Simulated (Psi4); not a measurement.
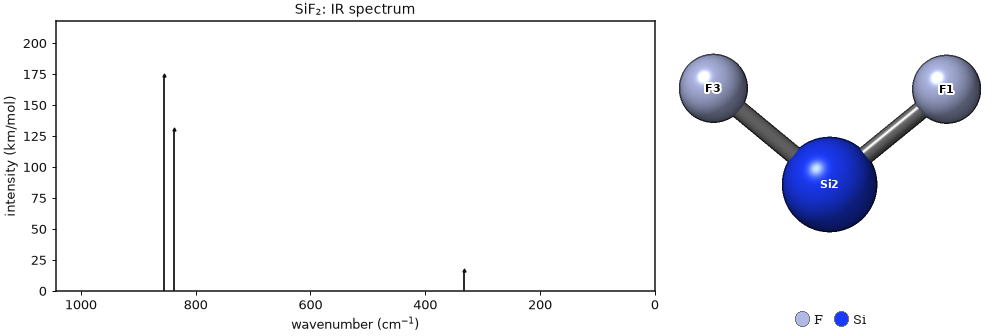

Infrared spectrum of SiF₂, SMILES F[Si]F. Unscaled harmonic wavenumbers and double-harmonic intensities, B3LYP/def2-TZVP (dispersion D3(BJ)) with Psi4, at a geometry relaxed at this level, isolated molecule.

> List the modes.

```csv
cm⁻¹,km/mol
333.3,17.2
837.5,130.6
855.8,174.2
```

Note: closed-shell singlet; other spin states weren't compared here.
